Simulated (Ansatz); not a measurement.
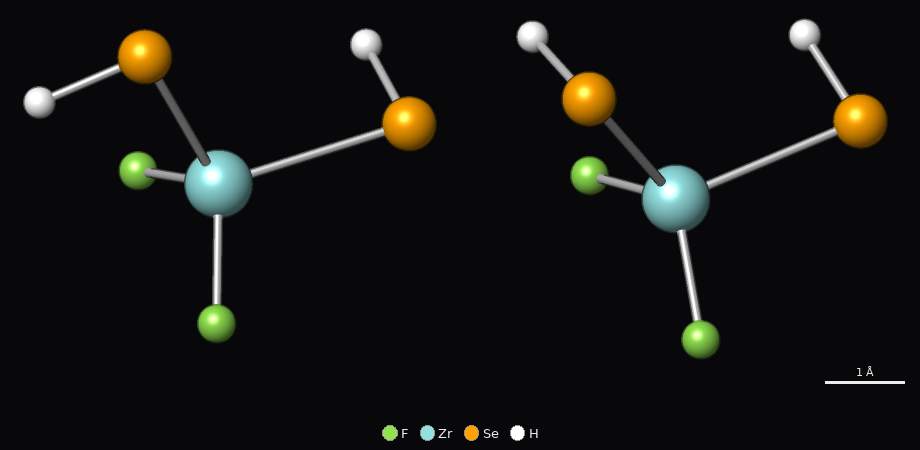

Two geometries of ZrH₂Se₂F₂, drawn at one scale. One is the start of a relaxation, the other its converged end. The picture is a ball-and-stick view, seen at a tilt.

Method: RKS PBE0-D4/def2-TZVP in Ansatz. Set-up: force threshold 0.005 eV/Å; at most 150 steps.

Question: Which of the two is the end point?

Answer: The left one is the relaxed one. The start comes from PBE-D4/def2-SVP. The atom that moves furthest after the best rigid fit is an H atom (1.08 Å). Largest moves by element: H 1.08 Å, Se 0.63 Å, F 0.37 Å, Zr 0.21 Å. Among the contacts that change: Se–Zr 2.583 → 2.560 Å, F–Zr 1.905 → 1.889 Å, H–Se 1.492 → 1.476 Å. Among the angles between lasting bonds that change: F–Zr–F 118.7° → 111.2°, Se–Zr–Se 109.6° → 104.5°, F–Zr–Se 105.2° → 109.8°. Groups turn about Se–Zr by about 75°. After 34 accepted moves (39 points after the start) the energy has fallen by 0.030 eV. The largest force component goes from 0.44 to 0.0042 eV/Å. The line search rejected the trial steps at points 4, 6, 13, 14, 27 of the run. The forces were under the threshold at step 36, but the run went on from there. Cost: 4.3 min on 4 threads of Arm Neoverse V2, on a shared host.
